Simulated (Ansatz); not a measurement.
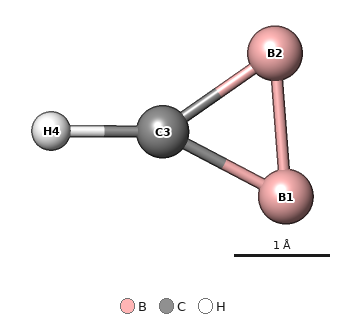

The structure as given in the input (ball-and-stick view, seen at a tilt; atoms are numbered from 1 in the order of the input).

# CHB₂: one change and its effect

System: CHB₂, charge +1.
Method of run A: RHF-CCSD(T), frozen core/def2-TZVPP (Ansatz 0.2.0).

The geometry: displaced from a GFN2-xTB structure. Text and figures count atoms from 1; the logs count them from 0 in places.

### Input file, run A
```yaml
crystal:
  periodic: [false, false, false]
  atoms:
    - {symbol: B, position_ang: [-0.310300, -0.640600, 0.981600]}
    - {symbol: B, position_ang: [1.041000, -0.189100, 0.465100]}
    - {symbol: C, position_ang: [-0.156100, 0.087900, -0.294000]}
    - {symbol: H, position_ang: [-0.585400, 0.644200, -1.253600]}
basis:
  gaussian: {orbitals: def2-TZVPP}
total_charge: 1
correlation: {method: ccsd_t}
output: {forces: true}
```

Hardware: 4 CPU threads, shared host.

### Output (run A)
```
Functional definition: HF
  exchange = exact_x
  correlation = 0
659 factors; integrals over basis functions are off by at most 7.8e-4 eV
mean field evaluation 1: about -2370.7048 eV, gradient 4.6e1 eV
mean field evaluation 2: about -2370.7128 eV, gradient 4.6e1 eV
mean field evaluation 4: about -2375.7364 eV, gradient 4.0e0 eV
mean field evaluation 8: about -2375.8895 eV, gradient 3.5e-1 eV
mean field evaluation 16: about -2375.7303 eV, gradient 4.0e0 eV
mean field -2375.89125515 eV, -87.3123931899 hartree, gradient 4.2e-6 eV, S^2 0.000000; 0 other end points of the search recorded, 0 dependent functions left out; unrestricted orbitals would lower it
3 core orbitals not correlated: weight in the atoms' cores, before any rotation towards them, 1.000 or more for the frozen orbitals, at most 0.000 for the correlated occupied ones
reference -2375.89125515 eV, -87.3123931899 hartree; 5, 5 occupied and 99, 99 virtual orbitals, 659 factors
second order -8.59677521 eV of doubles, -0.00000000 eV of singles
cycle   1  -8.50002239 eV  change    9.7e-2 eV  update   1.1e-1
cycle   2  -8.84586069 eV  change   -3.5e-1 eV  update   4.2e-2
cycle   3  -8.97515429 eV  change   -1.3e-1 eV  update   2.8e-2
cycle   4  -8.97090561 eV  change    4.2e-3 eV  update   1.2e-2
cycle   5  -8.97683279 eV  change   -5.9e-3 eV  update   7.2e-3
cycle   6  -8.97636703 eV  change    4.7e-4 eV  update   2.8e-3
cycle   7  -8.97592480 eV  change    4.4e-4 eV  update   1.1e-3
cycle   8  -8.97648103 eV  change   -5.6e-4 eV  update   5.1e-4
cycle   9  -8.97657417 eV  change   -9.3e-5 eV  update   2.0e-4
cycle  10  -8.97651465 eV  change    6.0e-5 eV  update   8.4e-5
cycle  11  -8.97659618 eV  change   -8.2e-5 eV  update   3.4e-5
cycle  12  -8.97658918 eV  change    7.0e-6 eV  update   1.5e-5
cycle  13  -8.97660853 eV  change   -1.9e-5 eV  update   9.3e-6
cycle  14  -8.97660704 eV  change    1.5e-6 eV  update   5.2e-6
cycle  15  -8.97660174 eV  change    5.3e-6 eV  update   2.5e-6
perturbative correction -0.70750696 eV, -0.0260004013 hartree
the calculation of the forces begins
Total energy: -2385.57536385 eV, -87.6682776205 hartree
Atom 0 at    -0.310300    -0.640600     0.981600 Å, force    -0.662727     0.029779    -0.263340 eV/Å
Atom 1 at     1.041000    -0.189100     0.465100 Å, force     1.080579     0.039627     0.082729 eV/Å
Atom 2 at    -0.156100     0.087900    -0.294000 Å, force    -1.219196     1.296577    -1.994364 eV/Å
Atom 3 at    -0.585400     0.644200    -1.253600 Å, force     0.801343    -1.365984     2.174974 eV/Å
Dipole moment:     0.004118     0.017973     0.008175 e Å
```

Run B used a changed input.

### The two runs side by side

| quantity | run A | run B |
| --- | --- | --- |
| outcome | converged | converged |
| total energy (hartree) | −87.668278 | −87.854793 |
| largest force (eV/Å) | 2.690 | 2.756 |
| basis functions | 107 | 107 |
| wall time (shared host) | 6 s | 1.8 s |

Which change of the input explains these differences?

The change (lines with − go, lines with + come):
```diff
-correlation: {method: ccsd_t}
+hamiltonian: {xc: {name: wB97M-V}}
```

The total energies belong to different methods, so their difference says nothing on which is more stable or more accurate. The largest force goes from 2.690 to 2.756 eV/Å.

### Output (run B)
```
Functional definition: wB97M-V
  parameter omega = 0.3/bohr
  parameter cx = 0.15
  parameter cx01 = 1.007
  parameter cx10 = 0.259
  parameter css00 = 0.443
  parameter css04 = -1.437
  parameter css10 = -4.535
  parameter css20 = -3.390
  parameter css43 = 4.278
  parameter cos00 = 1.000
  parameter cos10 = 1.358
  parameter cos20 = 2.924
  parameter cos21 = -8.812
  parameter cos60 = -1.390
  parameter cos61 = 9.142
  parameter b = 6.0
  parameter c = 0.01
  gx(w, u) = 1 - cx + cx01*u + cx10*w
  gss(w, u) = css00 + css04*u^4 + css10*w + css20*w^2 + css43*w^4*u^3
  gos(w, u) = cos00 + cos10*w + (cos20 + cos21*u)*w^2 + (cos60 + cos61*u)*w^6
  exchange = spin_sum(e_x_unif_sr(omega)*gx(b97_w, b97_u_x)) + cx*exact_x_sr(omega) + exact_x_lr(omega)
  correlation = spin_sum(e_c_pw_mod_same_spin*gss(b97_w, b97_u_same))
      + integral(e_c_pw_mod_opposite_spin*gos(b97_w_opposite, b97_u_opposite)) + vv10(b, c)
577 factors; their error is unknown
152 factors; integrals over basis functions are off by at most 8.3e-6 eV
mean field evaluation 1: about -2380.6501 eV, gradient 6.6e1 eV
mean field evaluation 2: about -2379.8688 eV, gradient 6.2e1 eV
mean field evaluation 4: about -2390.6288 eV, gradient 2.2e0 eV
mean field evaluation 8: about -2390.6510 eV, gradient 1.1e-1 eV
mean field evaluation 16: about -2390.6507 eV, gradient 2.6e-4 eV
mean field -2390.65065754 eV, -87.8547912233 hartree, gradient 8.8e-6 eV, S^2 0.000000; 0 other end points of the search recorded, 0 dependent functions left out
the calculation of the forces begins
reference -2390.65070124 eV, -87.8547928293 hartree; 8, 8 occupied and 99, 99 virtual orbitals, 577 factors
Total energy: -2390.65070124 eV, -87.8547928293 hartree
Atom 0 at    -0.310300    -0.640600     0.981600 Å, force     0.208067     0.582611    -1.073099 eV/Å
Atom 1 at     1.041000    -0.189100     0.465100 Å, force    -0.232356    -0.119386     0.076176 eV/Å
Atom 2 at    -0.156100     0.087900    -0.294000 Å, force    -0.796783     0.939765    -1.228872 eV/Å
Atom 3 at    -0.585400     0.644200    -1.253600 Å, force     0.821072    -1.402990     2.225795 eV/Å
Dipole moment:     0.024521    -0.003292     0.051581 e Å
```
